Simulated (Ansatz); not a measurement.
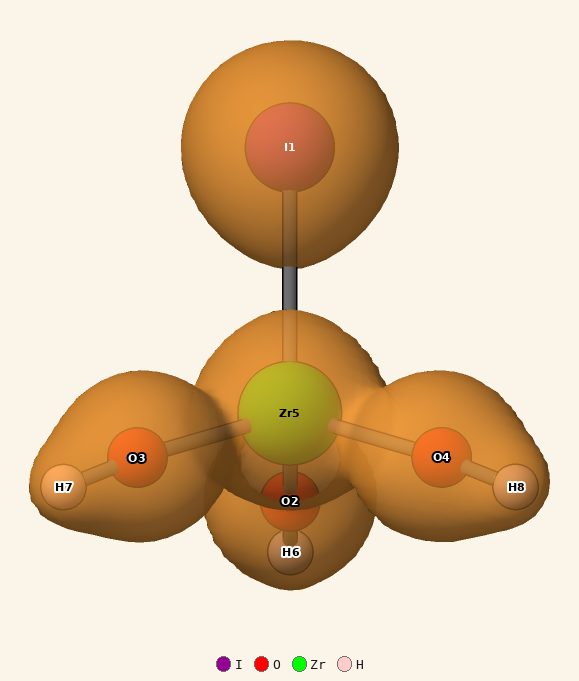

H₃IO₃Zr. Isosurface of the electron density at 0.5 e/Å³ (orange), seen from one side.

Geometry: PBE0-D4/def2-SVP; core potentials replace the inner electrons of I and Zr.

Theory: isolated molecule in a Gaussian basis; Kohn-Sham density functional theory, functional PBE0 in Ansatz.

```xyz
8

I     0.4275    0.5947   -3.0394
O    -0.8264    1.5469    0.4540
O     1.6439   -0.3668    0.4647
O    -1.1888   -1.4761   -0.2497
Zr   -0.0238    0.0271   -0.3687
H    -1.2293    2.2686    0.9342
H     2.4405   -0.5762    0.9499
H    -1.7693   -2.2229   -0.1117
```

**How is the density connected at this value?**

At this value the surface falls into two separate pieces. It bridges the sampled Zr–O (1.91 Å) and O–H (0.96 Å) contacts, where the density stays above the isovalue. It is pinched off along the sampled Zr–I (2.77 Å) contacts. On the grid the lowest density along these lines, outside the cores, is 0.9 e/Å³ (Zr–O, 1.91 Å), 0.39 e/Å³ (Zr–I, 2.77 Å) and 2.4 e/Å³ (O–H, 0.96 Å).
